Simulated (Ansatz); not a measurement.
## What a change does: single-point calculation on CH2NSi

System: CH2NSi, charge +1, SMILES N#C[SiH2+].
Method of run 1: RKS CAM-B3LYP-D4/def2-TZVP (Ansatz 0.2.0).

Text and figures count atoms from 1; the logs count them from 0 in places.

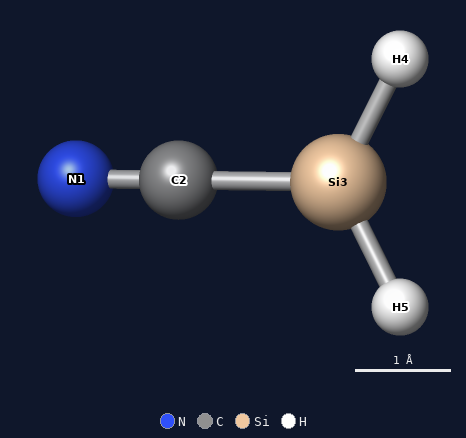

Fig. 1: The structure (ball-and-stick view, seen at an oblique angle; atoms are numbered from 1 in the order of the input). Bond lengths as drawn: C–N 1.15 Å, C–Si 1.79 Å and H–Si 1.48 Å.

**Input file, run 1**
```yaml
crystal:
  periodic: [false, false, false]
  atoms:
    - { symbol: "N", position_ang: [0.952987, -1.344715, 1.567037] }
    - { symbol: C, position_ang: [0.470877, -0.664416, 0.774301] }
    - { symbol: Si, position_ang: [-0.279414, 0.394272, -0.459464] }
    - { symbol: H, position_ang: [-1.436122, -0.134892, -1.211791] }
    - { symbol: H, position_ang: [0.298836, 1.739657, -0.65834] }
total_charge: 1
basis:
  gaussian: { orbitals: def2-TZVP }
hamiltonian:
  xc: { name: CAM-B3LYP }
  dispersion: d4
output:
  forces: true
```

Command:
```bash
ansatz run input.yaml --threads 1 --pin off --max-ram 2560MiB --backend cpu --events-out ev --progress --plain --runs-dir out
```

Hardware: 1 thread of Intel Xeon (Sapphire Rapids), 10 GiB of memory available, shared host.

**Output (run 1)**
```
Engine: ansatz 0.2.0, x86_64-unknown-linux-gnu
Functional definition: CAM-B3LYP
  parameter alpha = 0.19
  parameter beta = 0.46
  parameter omega = 0.33/bohr
  parameter ac = 0.81
  exchange = (1 - alpha - beta)*b88_x + beta*b88_x_sr(omega) + alpha*exact_x + beta*exact_x_lr(omega)
  correlation = (1 - ac)*vwn5_c + ac*lyp_c
684 factors; their error is unknown
183 factors; integrals over basis functions are off by at most 1.5e-5 eV
mean field evaluation 1: about -10416.8299 eV, gradient 6.5e1 eV
mean field evaluation 2: about -10343.3126 eV, gradient 1.4e2 eV
mean field evaluation 4: about -10425.8160 eV, gradient 1.4e1 eV
mean field evaluation 8: about -10426.4824 eV, gradient 1.4e-1 eV
mean field evaluation 16: about -10426.5117 eV, gradient 7.9e-5 eV
mean field -10426.51171403 eV, -383.1672381471 hartree, gradient 1.9e-5 eV, S^2 0.000000; 0 other end points of the search recorded, 0 dependent functions left out
the calculation of the forces begins
reference -10426.51182333 eV, -383.1672421638 hartree; 14, 14 occupied and 97, 97 virtual orbitals, 684 factors
Total energy: -10426.56749030 eV, -383.1692878872 hartree
Atom 0 at     0.952987    -1.344715     1.567037 Å, force    -0.005966     0.008439    -0.009796 eV/Å
Atom 1 at     0.470877    -0.664416     0.774301 Å, force    -0.165605     0.233642    -0.272344 eV/Å
Atom 2 at    -0.279414     0.394272    -0.459464 Å, force     0.046692    -0.065860     0.076793 eV/Å
Atom 3 at    -1.436122    -0.134892    -1.211791 Å, force     0.240131     0.103881     0.159356 eV/Å
Atom 4 at     0.298836     1.739657    -0.658340 Å, force    -0.115252    -0.280102     0.045992 eV/Å
Dipole moment:    -0.533131     0.752276    -0.876657 e Å
```

For run 2 the input was changed thus:
```diff
-    - { symbol: "N", position_ang: [0.952987, -1.344715, 1.567037] }
-    - { symbol: C, position_ang: [0.470877, -0.664416, 0.774301] }
+    - { symbol: "N", position_ang: [0.810593, -1.33753, 1.989076] }
+    - { symbol: C, position_ang: [0.417592, -0.713116, 1.106283] }
-    - { symbol: H, position_ang: [-1.436122, -0.134892, -1.211791] }
-    - { symbol: H, position_ang: [0.298836, 1.739657, -0.65834] }
+    - { symbol: H, position_ang: [-1.750586, -0.143397, -1.188823] }
+    - { symbol: H, position_ang: [0.263178, 2.03239, -0.546434] }
```

How does run 2 compare with run 1?

**Output (run 2)**
```
Engine: ansatz 0.2.0, x86_64-unknown-linux-gnu
Functional definition: CAM-B3LYP
  parameter alpha = 0.19
  parameter beta = 0.46
  parameter omega = 0.33/bohr
  parameter ac = 0.81
  exchange = (1 - alpha - beta)*b88_x + beta*b88_x_sr(omega) + alpha*exact_x + beta*exact_x_lr(omega)
  correlation = (1 - ac)*vwn5_c + ac*lyp_c
684 factors; their error is unknown
183 factors; integrals over basis functions are off by at most 1.8e-5 eV
mean field evaluation 1: about -10412.5643 eV, gradient 7.2e1 eV
mean field evaluation 2: about -10285.4651 eV, gradient 1.8e2 eV
mean field evaluation 4: about -10424.7230 eV, gradient 5.7e0 eV
mean field evaluation 8: about -10424.8101 eV, gradient 2.5e-1 eV
mean field evaluation 16: about -10424.8390 eV, gradient 9.2e-5 eV
mean field -10424.83898465 eV, -383.1057664764 hartree, gradient 2.8e-5 eV, S^2 0.000000; 0 other end points of the search recorded, 0 dependent functions left out
the calculation of the forces begins
reference -10424.83909885 eV, -383.1057706731 hartree; 14, 14 occupied and 97, 97 virtual orbitals, 684 factors
Total energy: -10424.89450583 eV, -383.1078068420 hartree
Atom 0 at     0.810593    -1.337530     1.989076 Å, force    -0.068866     0.091466    -0.093822 eV/Å
Atom 1 at     0.417592    -0.713116     1.106283 Å, force    -1.086813     1.893435    -3.006243 eV/Å
Atom 2 at    -0.279414     0.394272    -0.459464 Å, force    -0.820787     0.149230     2.067553 eV/Å
Atom 3 at    -1.750586    -0.143397    -1.188823 Å, force     2.639417     0.716971     1.042982 eV/Å
Atom 4 at     0.263178     2.032390    -0.546434 Å, force    -0.662951    -2.851101    -0.010470 eV/Å
Dipole moment:    -0.528673     0.862343    -1.263424 e Å
```

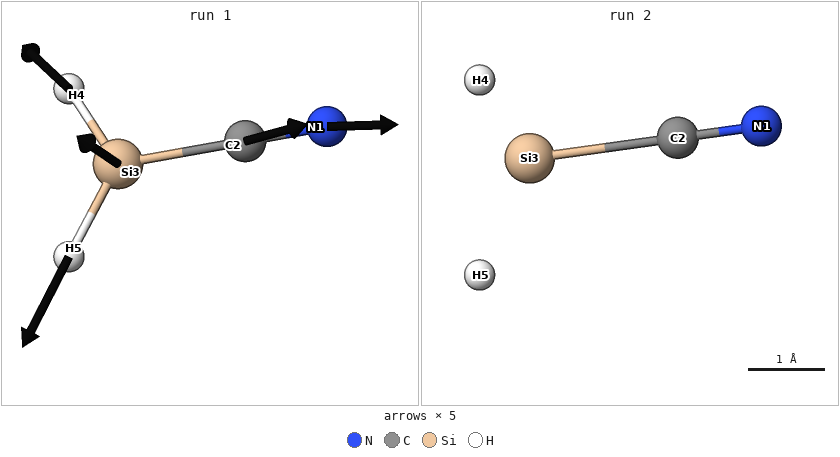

Fig. 2: The two input geometries at one scale (ball-and-stick view, seen at a tilt). The black arrows on the first give the shifts of the atoms after the best rigid fit, magnified 5 times. The largest moves after the best rigid fit, 0.27 Å, are those of H4 and H5. Largest moves by element: H 0.27 Å, N 0.19 Å, C 0.19 Å, Si 0.18 Å. Among the contacts that change: Si3–H4 1.478 → 1.728 Å, C2–Si3 1.791 → 2.041 Å.

**The two runs side by side**

| quantity | run 1 | run 2 |
| --- | --- | --- |
| outcome | converged | converged |
| total energy (hartree) | – | −383.107807 |
| largest force (eV/Å) | – | 3.715 |
| basis functions | – | 111 |
| wall time (shared host) | 3.9 min | 1.7 s |
